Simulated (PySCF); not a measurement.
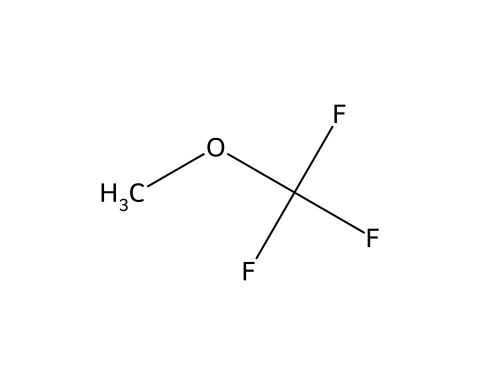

Structural formula above. The geometry was computed by an optimisation with PBE0-D3(BJ)/def2-SVP. No frequency run is at hand to confirm it as a minimum.

Describe the 3D structure.

It has 9 atoms: 2 carbon, 3 hydrogen, 3 fluorine and 1 oxygen (C₂H₃F₃O). As SMILES it reads `COC(F)(F)F`. It has no ring. Among its groups: ether, C–F bond. Coordination: 2 C tetrahedral; 1 O bent.

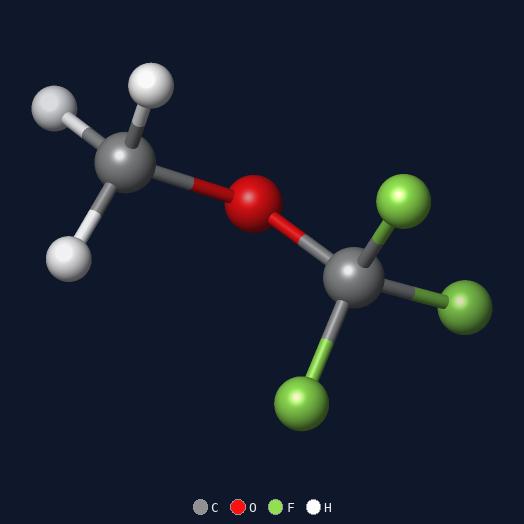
